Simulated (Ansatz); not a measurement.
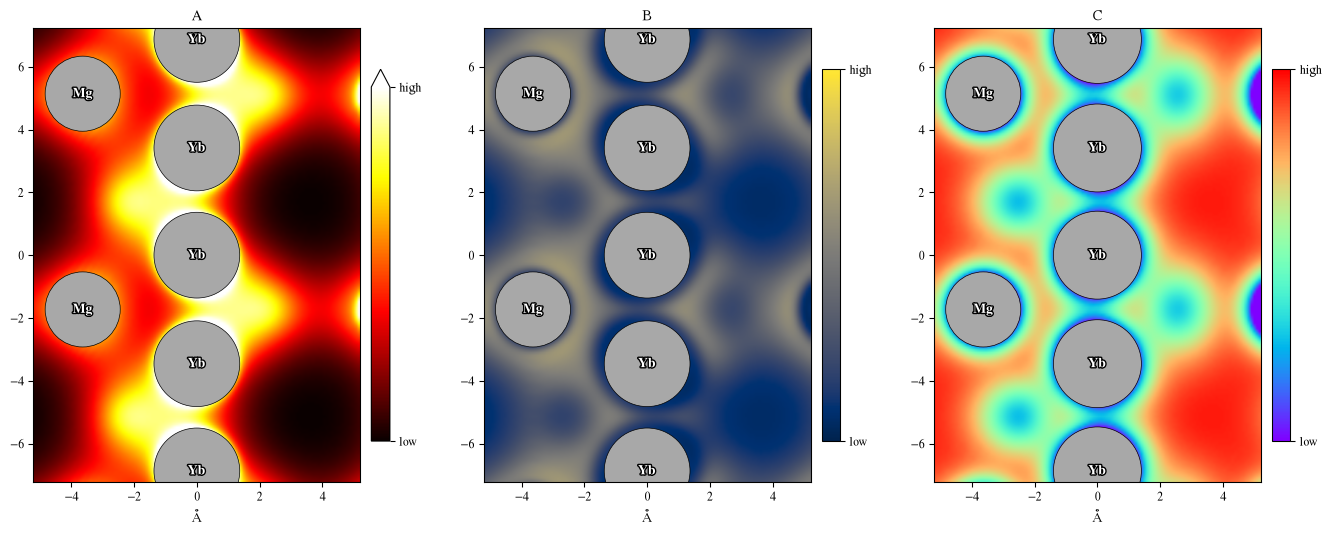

Yb₄Mg: 3 fields on the (110) plane of the conventional cell, with unlabelled colour scales. Grey discs cover the atomic cores.

Space group F-43m; a structure generated by program, which may or may not match a known phase; computed without spin polarisation; no Hubbard U on the f states and no spin–orbit coupling.

Method: DFT PBE, scalar-relativistic, plane waves, PAW (Ansatz 0.2.0).

### The panels show electron localisation function, electrostatic potential energy of an electron and valence pseudo-density in some order. Assign them.

Panel A: valence pseudo-density. Panel B: electron localisation function. Panel C: electrostatic potential energy of an electron (low next to the atoms, rising into the space between them). From the grid: Yb–Yb (3.41 Å): the density is about 0.11 e/Å³ at the midpoint; the ELF is about 0.20 at the midpoint: no localised pair shows between them. Yb–Mg (4.03 Å): ρ at the midpoint is about 0.06 e/Å³; the ELF peaks at about 0.60 between the atoms.
